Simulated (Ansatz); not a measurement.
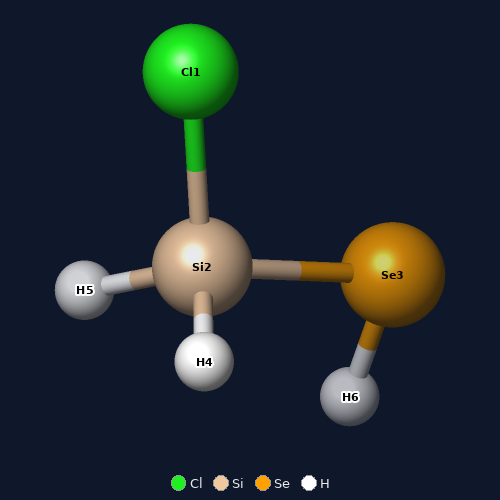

The system is ClH₃SeSi, SMILES Cl[SiH2][SeH]; the picture shows the grid point nearest to the relaxed geometry. Two internal coordinates are moved rigidly from the geometry relaxed at PBE0-D4/def2-TZVP, all others fixed. Coordinates scanned: (1) bond Cl1–Si2; (2) torsion Cl1–Si2–Se3–H6. Grid: 5 × 8 points. All energies are given in kJ/mol relative to the lowest grid point. Method: RHF-CCSD(T), frozen core/def2-TZVPP in Ansatz 0.2.0.

Its coordinates:

```
atom    x (Å)    y (Å)    z (Å)
  Cl  -2.3381   0.1066  -0.0774
  Si  -0.2434  -0.0792  -0.3965
  Se   0.7339   0.3111   1.6154
   H   0.0385  -1.4478  -0.8859
   H   0.1661   0.9194  -1.4100
   H   2.0454   0.5145   0.9807
```

Range: bond Cl1–Si2 from 1.761 to 2.662 Å; torsion Cl1–Si2–Se3–H6 from −164 to 151°.

Predict the map.

The lowest grid point is at bond Cl1–Si2 = 2.127 Å, torsion Cl1–Si2–Se3–H6 = −74°. The highest grid point, bond Cl1–Si2 = 2.662 Å, torsion Cl1–Si2–Se3–H6 = −164°, lies 150 kJ/mol above the lowest. Round the minimum the two coordinates are nearly uncoupled.

```
torsion Cl1–Si2–Se3–H6 ↓, bond Cl1–Si2 →  1.761  1.910  2.127  2.381  2.662
                                     151    124     22      2     59    149
                                     106    128     25      2     55    141
                                      61    127     23      0     53    139
                                      16    130     27      5     59    147
                                     −29    129     25      3     57    145
                                     −74    127     23      0     53    138
                                    −119    128     25      3     57    143
                                    −164    123     21      2     59    150
```

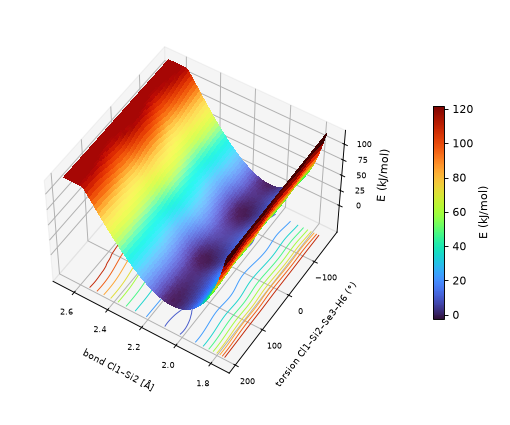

Drawn: a relief with its contours projected below, any walls above the top of the colour scale cut off. Between grid points the surface is interpolated.
